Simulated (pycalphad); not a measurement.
B-C solution, phase LIQUID, at 2877 °C; mixing quantities and activities refer to the pure elements in the same phase at that temperature, stable or not. Over part of the range this solution is metastable.

Source of the numbers: pycalphad with the COST 507 light-alloy database (1999); pressure 1 atm. The data set is of 1999 and partly superseded.

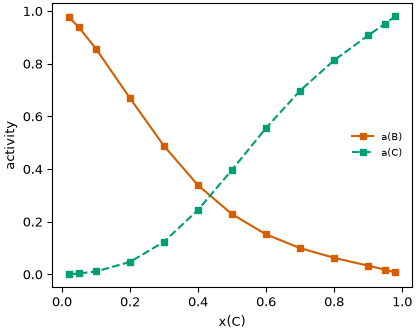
Figure: Activities against composition

**Question.** Is the deviation from Raoult's law positive or negative, and how large are the activity coefficients at the dilute ends?

**Answer.** γ(C) = 0.054 at x(C) = 0.02 and γ(B) = 0.38 at x(C) = 0.98; values under 1 are negative deviations, over 1 positive. The enthalpy of mixing is -17.9 kJ/mol at its extreme among the points, x(C) = 0.4.
